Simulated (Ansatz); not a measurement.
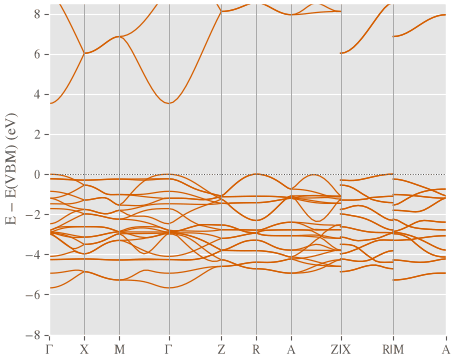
*Band structure from the program Ansatz at the PBE level (PAW)*

Problem. Read off the gap and where the band edges lie.

Solution. About 3.5 eV (3.52 eV by a search for the band edges); maximum at R, minimum at Γ.

The material is ZnF2 (rutile, space group No. 136).

Space group P4_2/mnm (rutile). Symmetry was held in the PBE relaxation.

Potentials: the later of the program's two PAW sets.
